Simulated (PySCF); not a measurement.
# C2H4BF2Si (doublet): what the fields show

```xyz
10

B     2.4025   -0.2730   -0.3173
Si    0.5493   -0.0640   -0.1917
C    -1.2897    0.1496   -0.6598
C    -1.0447    0.1148    0.8614
F    -1.6374   -0.9189    1.5303
F    -1.3833    1.2550    1.5348
H     2.9154   -0.3241   -1.3691
H     3.0547   -0.3530    0.6519
H    -1.8820   -0.6770   -1.0380
H    -1.6759    1.0954   -1.0251
```

Geometry: GFN2-xTB.

Computed with PySCF, UKS B3LYP, pcH-1 on B C F H Si, non-relativistic, mean-field spin-orbit, GIAO.

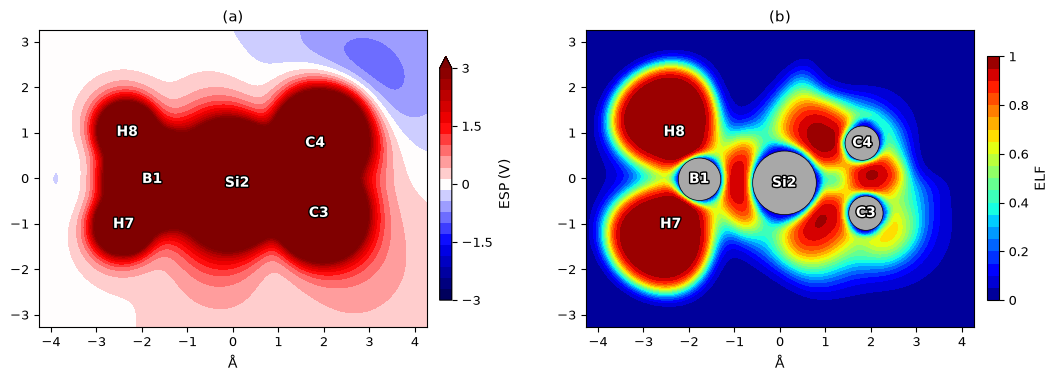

Figure 1. (a) electrostatic potential; (b) electron localisation function on the plane of atoms Si2, B1 and H8. Grey discs cover the atomic cores in the ELF map.

Q: Read the bonding off the picture.

A:
- Atoms in the plane: B, Si, C and H.
- C–C (1.54 Å): the ELF peaks at about 0.95 between the atoms, as expected for localised, covalent bonding.
- Si–B (1.87 Å): the ELF peaks at about 0.95 between the atoms (a covalent bond).
- C–Si (1.91 Å): the ELF peaks at about 0.85 between the atoms, as expected for a shared electron pair.
- B–H (1.17 Å): the ELF climbs to about 1 towards the hydrogen, as it does in any bond to H; a covalent bond by its length.
- Outside the dense part of the molecule the potential is most negative (−0.8 V) near F5, which lies off the plane.

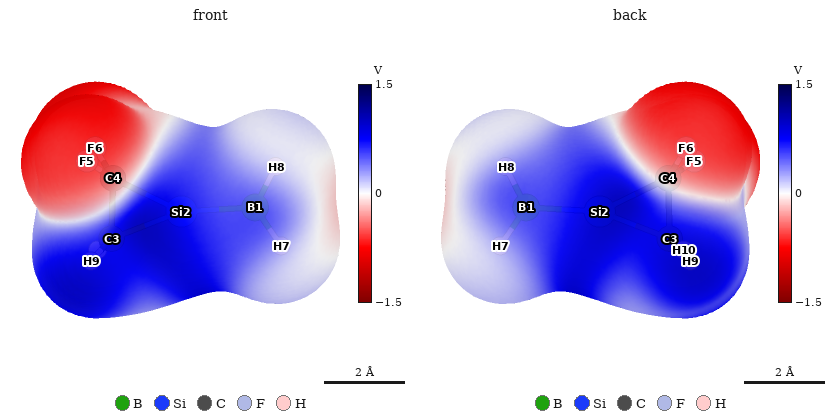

Figure 2. The molecular electrostatic potential painted on the density surface at 0.001 e/bohr³, seen from the front and from behind; the colour scale runs from red (negative) to blue (positive).

Q: Describe the electrostatic potential map.

A: The most negative region (about −0.9 V, or −21 kcal/mol for a unit charge) lies over F5 and F6, the most positive (about +1.0 V, or +23 kcal/mol for a unit charge) over Si2, H9 and H10.
